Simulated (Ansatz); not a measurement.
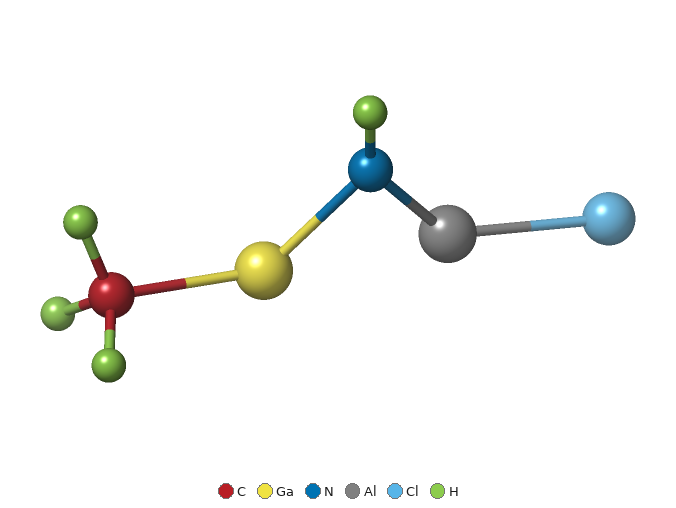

A ball-and-stick model of a molecule. Every bond is drawn as one stick, whatever its order.

Computed geometry: PBE0-D4/def2-TZVP optimisation.

Give the formula.

CH4AlClGaN, 9 atoms: 1 carbon, 4 hydrogen, 1 aluminium, 1 chlorine, 1 gallium and 1 nitrogen.

How many bonds of each kind are drawn?

3 C–H, 1 C–Ga, 1 Ga–N, 1 Al–Cl, 1 Al–N, 1 N–H. Sticks follow a distance rule.

The parts below concern this one geometry. Atoms keep their numbers from picture to picture.

### Symmetry

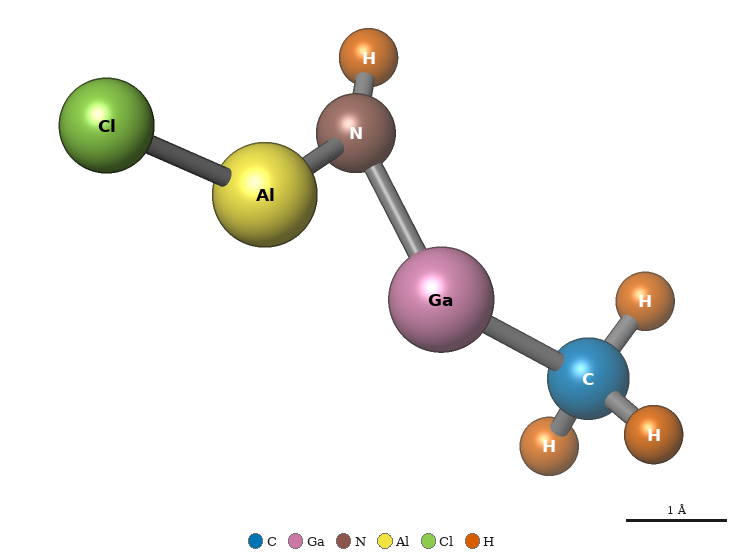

Distant atoms are faded towards the background colour. Masses are those of the most abundant isotopes; constants are for the rigid equilibrium geometry.

Classify the rotor and give the rotational constants (MHz).

An asymmetric top (C1): A = 13783, B = 766, C = 729 MHz. Ray's parameter κ is −0.99, close to the prolate limit.

### Vibrations

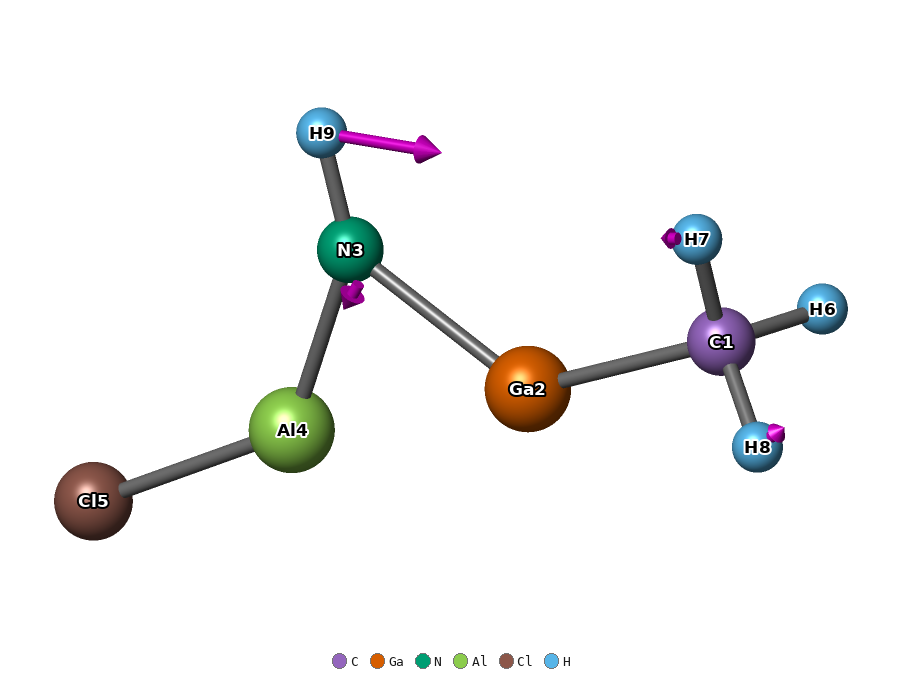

The arrows show one normal mode. Harmonic vibrations computed with RKS PBE0-D4/def2-TZVP (Ansatz 0.2.0) at a stationary point of the same level.

Estimate its harmonic wavenumber.

879 cm⁻¹; it is mode 14 of 21 counted from the lowest.

### Electronic properties

Method: RKS PBE0-D4/def2-TZVPP (Ansatz 0.2.0).

What is the HOMO energy (Kohn–Sham orbital)?

−6.31 eV.

Estimate the vertical ionisation energy.

8.16 eV.

What is the dispersion correction?

−17.7 kJ/mol.

Give the HOMO–LUMO gap at this level.

5.13 eV.

### Charges

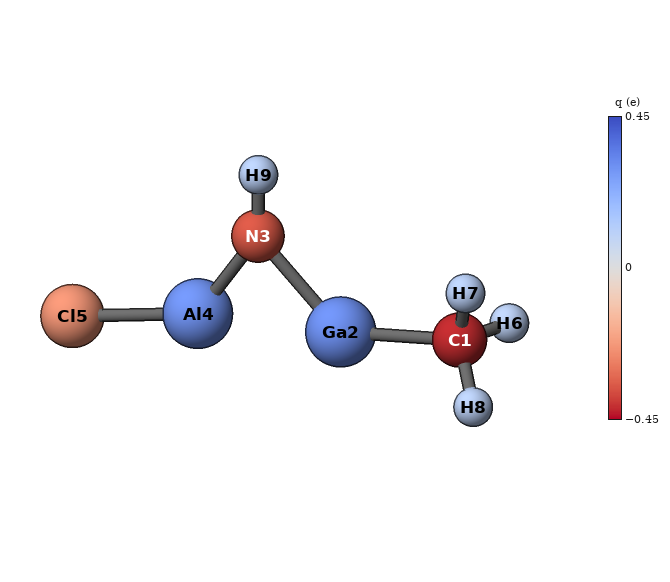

Atoms are coloured by their Mulliken charges. Method: RKS B3LYP-D4/def2-TZVPP (Ansatz 0.2.0).

Give the Mulliken charges atom by atom.

```tsv
atom	value (e)
C1	−0.41
Ga2	0.30
N3	−0.35
Al4	0.29
Cl5	−0.23
H6	0.10
H7	0.10
H8	0.10
H9	0.10
```

Mulliken values depend strongly on the basis set and can even reverse the polarity of a bond.
